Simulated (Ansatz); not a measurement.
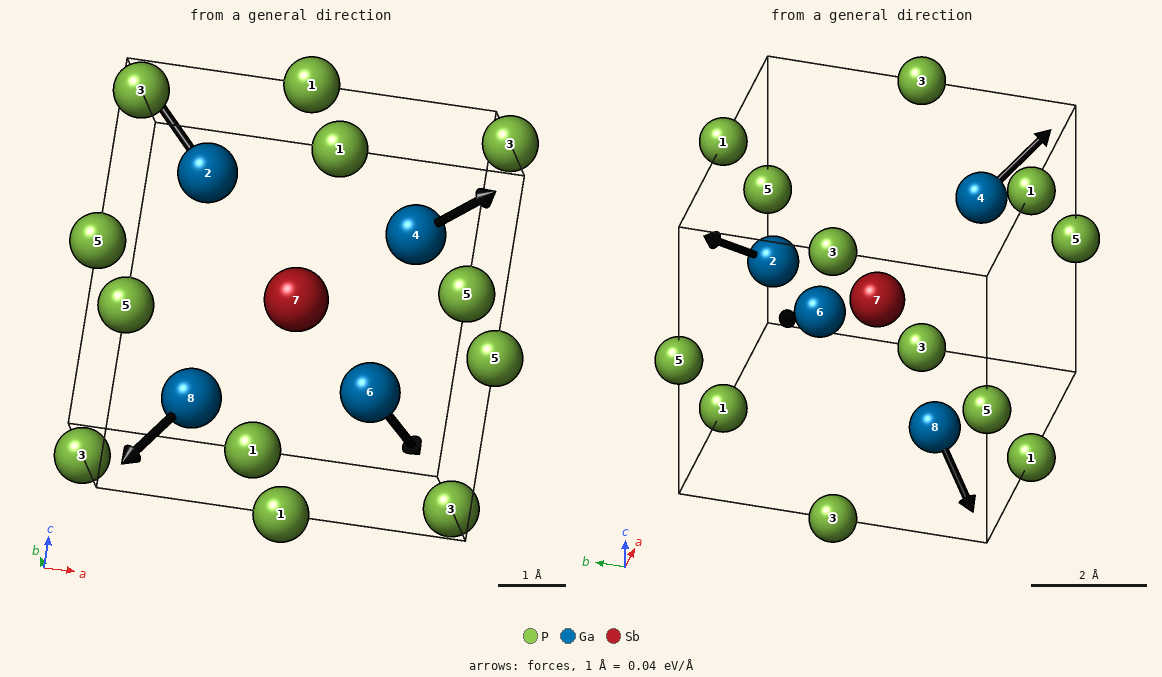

View from two general directions, drawn as a spheres-only model. One simulation cell is framed, with atoms on its boundary repeated. The arrows are the computed forces on the atoms.

System: Ga$_{4}$SbP$_{3}$. The numbers come from DFT, PBE, plane waves, PAW in Ansatz, using wavefunction cutoff 420 eV, k-grid 4×4×4, Fermi-Dirac smearing of 0.02 eV, no spin polarisation.

Is this an equilibrium geometry?

Answer. No. The atoms still feel forces of up to about 0.052 eV/Å, above a usual threshold of 0.01 to 0.03 eV/Å.

Which atom feels the largest force?

Answer. All Ga atoms, about 0.052 eV/Å.

Its origin is a structure type filled with these elements by a generator (whether the compound takes this form wasn't checked). Earlier steps of the study may have refined or changed the cell and positions. It was the input of a calculation with Ansatz.
